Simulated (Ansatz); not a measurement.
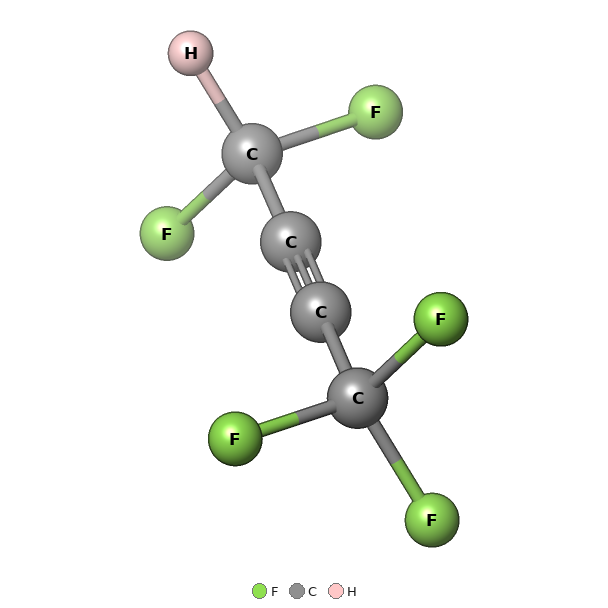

Depth is shown by fading: the farther an atom, the more it takes the colour of the background. The computed structure is the end point of a PBE-D4/def2-SVP optimisation. No frequency run is at hand to confirm it as a minimum.

List the symmetry elements and name the point group.

Answer. It has 1 mirror plane, so the point group is Cs. The group has 2 operations. The geometry is achiral, and symmetry allows a dipole moment.
